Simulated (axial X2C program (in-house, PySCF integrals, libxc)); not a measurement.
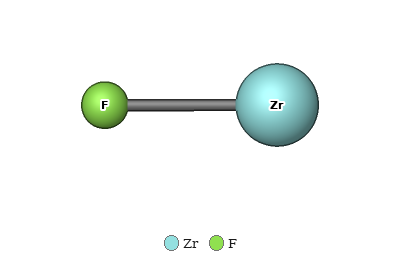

*The molecule at the reference distance of 1.821 Å.*

Relativistic diatomic calculation for ZrF⁺

ZrF⁺, single determinant with Ω = 1. Computed at this level: TPSS, two-component X2C with atomic mean-field Coulomb and Gaunt terms, Zr dyall-v3z, F dyall-v3z (cores contracted) (axial X2C program (in-house, PySCF integrals, libxc)).

**Input file**
```
{"zs": [40, 9], "q": 1, "bas": ["dyall-v3z", "dyall-v3z"], "levels": ["PBE0", "HF", "M06", "TPSS"], "cc": false, "r0": 2.18, "npts": 10, "nst": 2, "ntry": 6, "opt": {"ecut": 3.0}}
```

The line is the task of a batch: nuclear charges, charge, bases, the levels to run, a first guess of the distance and further settings. This report covers TPSS with spin-orbit coupling. The log is that of the reference distance 1.821 Å.

The run was one of a batch that the task file lists, launched with:
```bash
python <driver script> task.json out
```

**Log**
```
two-component X2C + atomic mean field  TPSS
basis functions 176  fitting functions 968  grid points 5077
iter        total energy     max residual
   1      -3696.607911528     2.95e-02
   2      -3696.608279129     1.43e-02
   3      -3696.598511121     3.57e-02
   4      -3696.610514786     2.35e-03
   5      -3696.610531139     4.63e-04
   6      -3696.610533334     8.49e-05
   7      -3696.610533394     2.15e-05
   8      -3696.610533401     3.60e-06
   9      -3696.610533402     1.67e-06
converged
one-electron -5298.46893822  Coulomb 1624.04567675  exact exchange 0.00000000  xc functional -125.19775448  nuclear repulsion 104.61493461  atomic mean-field constant -1.60445207
```

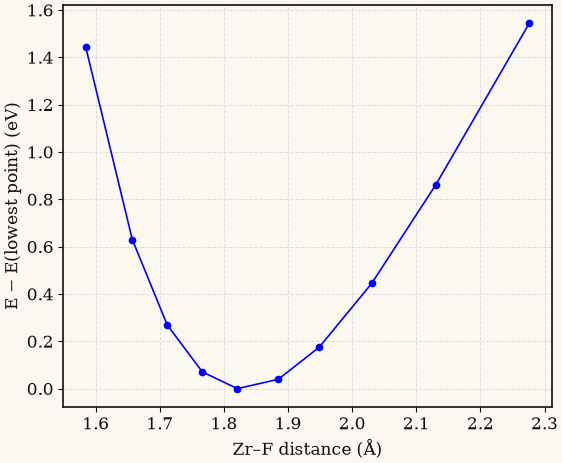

*Energy at 10 bond lengths, for one set of occupations held fixed; the line joins the points.*

A polynomial of degree 6 through 9 points gives rₑ = 1.831 Å, ωₑ = 732.6 cm⁻¹, ωₑxₑ = 2.9 cm⁻¹ and Bₑ = 0.3206 cm⁻¹. The minimum lies 6.37 eV below Zr⁺ + F, each computed as one determinant at the same level.

**Outcome**

- outcome: converged
- bond length rₑ: 1.831 Å
- ωₑ: 732.6 cm⁻¹
- energy at the minimum: −3696.61059 hartree
- depth below the fragments: 6.37 eV
- hardware: 1 CPU thread, shared host
- wall time: 16 s

**What is odd here**

One thing in this input was made odd on purpose: few virtuals (ecut = 3.0). The program ran to the end. Its numbers are those of the input as typed; this run alone doesn't show how far the oddity moves them. To bear in mind: at every distance an empty level lies below a filled one, since the occupations are held fixed.
